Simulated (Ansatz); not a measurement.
**One shape, several levels: doublet [BClF2]+**

We compute a comparison of 6 runs (U-wB97M-V/STO-3G, U-wB97X/STO-3G, UB3LYP/STO-3G, UBHLYP/STO-3G, UCAM-B3LYP/STO-3G, UCCSD(T)/STO-3G) of doublet [BClF2]+. 

Program for the calculation: Ansatz 0.2.0.

66 further runs of the same task are left out: 7 that didn't finish, 59 set aside as unsound or not needed.

## (1) The system as given

[BClF2]+: 4 atoms, total charge +1, spin state doublet. As SMILES of the parent species, `FB(F)Cl`. The shape is that of a PBE0-D4/def2-TZVP optimisation. That shape belongs to the parent species and isn't relaxed for this state.

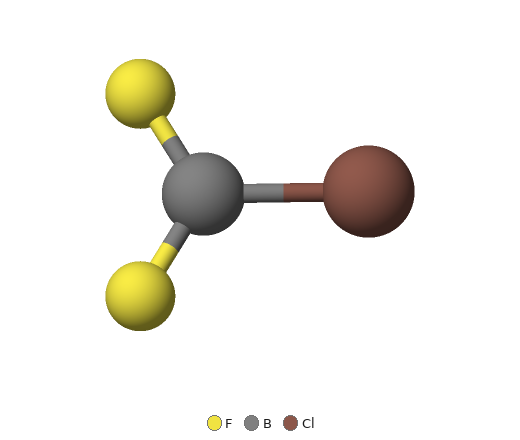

Viewed from a chosen angle; fluorine yellow, boron grey, chlorine brown.

## (2) A single-point energy at U-wB97M-V/STO-3G (run 1)

in.yaml reads:

```yaml
crystal:
  periodic: [false, false, false]
  atoms:
    - {symbol: F, position_ang: [-0.173700, -1.254300, -0.546300]}
    - {symbol: B, position_ang: [-0.067100, -0.041300, -0.062000]}
    - {symbol: F, position_ang: [-1.011600, 0.830100, -0.317700]}
    - {symbol: Cl, position_ang: [1.307900, 0.405300, 0.905700]}
basis:
  gaussian:
    orbitals: STO-3G
total_charge: 1
magnetization:
  spin_polarized: true
  initial_magnetization: 1
hamiltonian:
  xc: {name: wB97M-V}
accuracy: high
```

The run is started by

```sh
ansatz run in.yaml --threads 1 --pin off --max-ram 2610MiB --events-out events.jsonl --progress --plain --runs-dir runs
```

The program printed, shortened:

```text
Warning: RAYON_NUM_THREADS=1 ignored (pool sized by the plan → 1); use --threads N
Functional definition: wB97M-V
  name "wB97M-V"
[...]
  gx(w, u) = 1 - cx + cx01*u + cx10*w
  gss(w, u) = css00 + css04*u^4 + css10*w + css20*w^2 + css43*w^4*u^3
  gos(w, u) = cos00 + cos10*w + (cos20 + cos21*u)*w^2 + (cos60 + cos61*u)*w^6
[...]
      + integral(e_c_pw_mod_opposite_spin*gos(b97_w_opposite, b97_u_opposite)) + vv10(b, c)
443 factors; integrals over basis functions are off by at most 3.2e-8 eV
155 factors; integrals over basis functions are off by at most 6.3e-10 eV
[...]
mean field -18404.15645420 eV, -676.3402749065 hartree, gradient 4.0e-8 eV, S^2 0.751208; 6 other end points of the search recorded, 0 dependent functions left out
reference -18404.15645583 eV, -676.3402749664 hartree; 20, 19 occupied and 4, 5 virtual orbitals, 443 factors
Total energy: -18404.15645583 eV, -676.3402749664 hartree
```

It took 60 s on 1 thread of Arm Neoverse V1, shared host; peak memory 0.51 GiB.

## (3) A single-point energy at U-wB97X/STO-3G (run 2)

run.yaml reads:

```yaml
crystal:
  periodic: [false, false, false]
  atoms:
    - {symbol: F, position_ang: [-0.173700, -1.254300, -0.546300]}
    - {symbol: B, position_ang: [-0.067100, -0.041300, -0.062000]}
    - {symbol: F, position_ang: [-1.011600, 0.830100, -0.317700]}
    - {symbol: Cl, position_ang: [1.307900, 0.405300, 0.905700]}
basis:
  gaussian:
    orbitals: STO-3G
total_charge: 1
magnetization:
  spin_polarized: true
  initial_magnetization: 1
hamiltonian:
  xc: {name: wB97X}
accuracy: high
```

The run is started by

```sh
ansatz run run.yaml --threads 1 --pin off --max-ram 2610MiB --events-out events.jsonl --progress --plain --runs-dir runs
```

The program printed, shortened:

```text
Warning: RAYON_NUM_THREADS=1 ignored (pool sized by the plan → 1); use --threads N
Functional definition: wB97X
  name "wB97X"
[...]
      + exact_x_lr(omega)
[...]
      + integral(e_c_pw_opposite_spin*poly(b97_u_opposite, 1, cos1, cos2, cos3, cos4))
443 factors; integrals over basis functions are off by at most 3.2e-8 eV
155 factors; integrals over basis functions are off by at most 6.3e-10 eV
[...]
mean field -18401.79632926 eV, -676.2535419148 hartree, gradient 8.4e-8 eV, S^2 0.751538; 6 other end points of the search recorded, 0 dependent functions left out
reference -18401.79632817 eV, -676.2535418747 hartree; 20, 19 occupied and 4, 5 virtual orbitals, 443 factors
Total energy: -18401.79632817 eV, -676.2535418747 hartree
```

Run time: 23 s. Hardware: 1 thread of Arm Neoverse V1, shared host; peak memory 0.41 GiB.

Run 3 isn't shown in full; the table further down has it.

## (4) A single-point energy at UBHLYP/STO-3G (run 4)

Changes to in.yaml since step 2:

```diff
@@ -15,3 +15,3 @@
 hamiltonian:
-  xc: {name: wB97M-V}
+  xc: {name: BHLYP}
 accuracy: high
```

The run is started by

```sh
ansatz run in.yaml --threads 1 --pin off --max-ram 2610MiB --events-out events.jsonl --progress --plain --runs-dir runs
```

The program printed:

```text
Warning: RAYON_NUM_THREADS=1 ignored (pool sized by the plan → 1); use --threads N
Functional definition: BHLYP
  name "BHLYP"
  parameter a = 0.5
  exchange = (1 - a)*b88_x + a*exact_x
  correlation = lyp_c
443 factors; integrals over basis functions are off by at most 3.2e-8 eV
mean field evaluation 1: about -18397.0016 eV, gradient 2.3e1 eV
mean field evaluation 2: about -18390.3607 eV, gradient 4.1e1 eV
mean field evaluation 4: about -18400.9678 eV, gradient 1.0e0 eV
mean field evaluation 8: about -18401.0193 eV, gradient 2.2e-1 eV
mean field evaluation 16: about -18401.0208 eV, gradient 1.1e-3 eV
mean field evaluation 32: about -18401.0208 eV, gradient 3.2e-7 eV
mean field -18401.02080346 eV, -676.2250418674 hartree, gradient 5.9e-8 eV, S^2 0.751271; 6 other end points of the search recorded, 0 dependent functions left out
reference -18401.02081828 eV, -676.2250424120 hartree; 20, 19 occupied and 4, 5 virtual orbitals, 443 factors
Total energy: -18401.02081828 eV, -676.2250424120 hartree
```

It took 4.2 s on 1 thread of Arm Neoverse V1, shared host; peak memory 0.14 GiB.

Run 5 isn't shown in full; the table further down has it.

## (5) A single-point energy at UCCSD(T)/STO-3G (run 6)

Changes to run.yaml since step 3:

```diff
@@ -14,4 +14,7 @@
   initial_magnetization: 1
-hamiltonian:
-  xc: {name: wB97X}
+correlation:
+  method: ccsd_t
+  frozen_orbitals: {B: 1, Cl: 5, F: 1}
 accuracy: high
+scf:
+  omitted_lower_state_checks: [cluster_reference, increment]
```

The run is started by

```sh
ansatz run run.yaml --threads 1 --pin off --max-ram 2610MiB --events-out events.jsonl --progress --plain --runs-dir runs
```

The program printed:

```text
Warning: RAYON_NUM_THREADS=1 ignored (pool sized by the plan → 1); use --threads N
[... 14 lines left out ...]
8 core orbitals not correlated: weight in the atoms' cores, before any rotation towards them, 1.000 or more for the frozen orbitals, at most 0.000 for the correlated occupied ones
[... 31 lines left out ...]
Total energy: -18365.63691716 eV, -674.9247080297 hartree
Checks for a lower state left out: cluster_reference, increment
```

It took 1.1 s on 1 thread of Arm Neoverse V1, shared host.

## (6) The series

```tsv
run	level	frozen core orbitals	energy (Eh)	⟨S²⟩	wall time
1	U-wB97M-V/STO-3G	–	-676.340275	0.751	60 s
2	U-wB97X/STO-3G	–	-676.253542	0.752	23 s
3	UB3LYP/STO-3G	–	-676.266964	0.751	3.3 s
4	UBHLYP/STO-3G	–	-676.225042	0.751	4.2 s
5	UCAM-B3LYP/STO-3G	–	-676.172721	0.752	4.8 s
6	UCCSD(T)/STO-3G	8	-674.924708	0.751	1.1 s
```

## (7) What came out

```
                                          quantity          value
                               run 6: total energy  -674.92471 Eh
run 6: correlation energy (8 core orbitals frozen)     -123.7 mEh
                             run 6: (T) correction     -11.25 mEh
          run 6: ⟨S²⟩ of the reference determinant          0.751
                              run 6: T1 diagnostic          0.027
```

In words: Totals of different functionals can't be ranked against each other. In runs 1, 2, 3, 4, 5, 6 the basis is minimal, so the values are rough. All runs together took 96 s, the longest 60 s.
